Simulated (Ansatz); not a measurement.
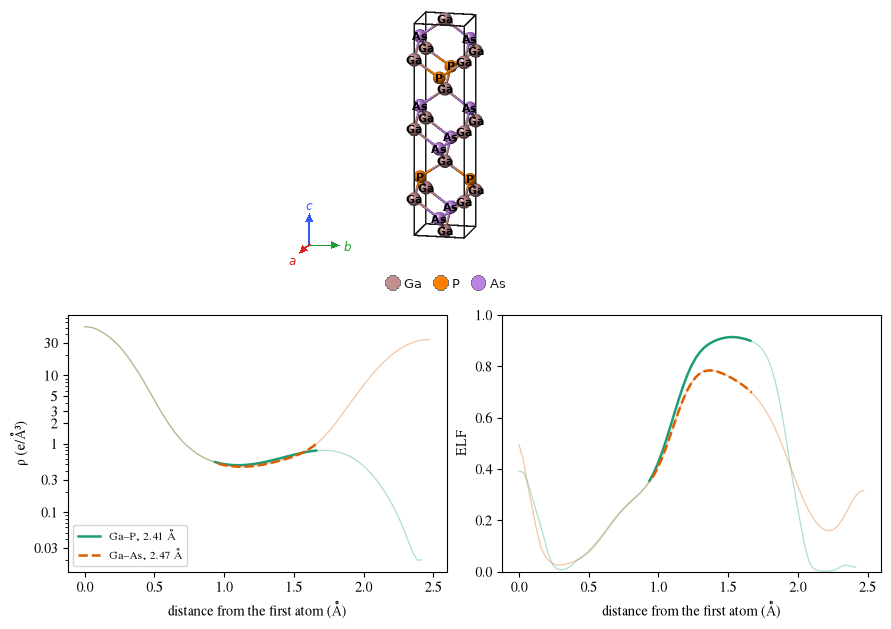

The picture shows: Ga$_{3}$As$_{2}$P. Valence charge density (pseudo) and electron localisation function along straight lines between neighbouring atoms. Thin, pale parts lie inside the atomic spheres. The structure is drawn too.

Space group I-4m2; a structure generated by program, which may or may not match a known phase.

The calculation used Ansatz, DFT PBE, scalar-relativistic, plane waves, PAW.

The density is the valence pseudo-density of a PAW calculation; it isn't the true density close to the nuclei.

Input file:

```
crystal:
  lattice:
    - [-2.0016101104, 2.0016101104, 8.5041398348]
    - [2.0016101104, -2.0016101104, 8.5041398348]
    - [2.0016101104, 2.0016101104, -8.5041398348]
  atoms:
    - { symbol: Ga, position: [0.8292765375, 0.8292765375, 0.0] }
    - { symbol: Ga, position: [0.5, 0.5, 0.0] }
    - { symbol: Ga, position: [0.1707234625, 0.1707234625, 0.0] }
    - { symbol: P, position: [0.25, 0.75, 0.5] }
    - { symbol: As, position: [0.5853228252, 0.0853228252, 0.5] }
    - { symbol: As, position: [0.9146771748, 0.4146771748, 0.5] }
basis:
  ecutwfc: 420
kpoints:
  mp_grid: { grid: [12, 12, 12] }
  band_path:
    path:
      - [[0.0, 0.0, 0.0], [0.0, 0.0, 0.5], [0.25, 0.25, 0.25], [0.0, 0.5, 0.0], [0.0, 0.0, 0.0], [0.5, 0.5, -0.5], [0.26384963, 0.73615037, -0.26384963]]
      - [[-0.26384963, 0.26384963, 0.26384963], [0.0, 0.0, 0.0]]
      - [[0.0, 0.0, 0.5], [-0.02769926, 0.02769926, 0.5]]
      - [[0.5, 0.5, -0.02769926], [0.5, 0.5, -0.5]]
    npoints: 14
hamiltonian:
  xc: pbe
scf:
  occupations: { method: gaussian, width: 0.02 }
  n_extra_bands: 15
output:
  forces: true
  stress: true
  eigenvalues: true
  populations: true
  dos: { projected: true, de: 0.02, nscf_kmesh: { grid: [18, 18, 18] } }
  bader: true
  write_density: true
  write_potential: true
  elf: true
  volumetric_format: npy
```

Launched as:

```sh
ansatz run input.yaml --threads 1 --pin off --max-ram 2560MiB --backend cpu --events-out ev --progress --plain --runs-dir out
```

Below, planes, directions and counts refer to the conventional cell (a = 4.00 Å, b = 4.00 Å, c = 17.01 Å, α = 90.00°, β = 90.00°, γ = 90.00°).

> Compare the contacts.

Ga–P (2.41 Å): ρ at the midpoint is about 0.5 e/Å³; the ELF peaks at about 0.90 in the valence shell of P, 0.9 Å from its nucleus, and is about 0.75 at the midpoint.
Ga–As (2.47 Å): the density is about 0.48 e/Å³ at the midpoint; the ELF peaks at about 0.80 between the atoms, as expected for a covalent bond.
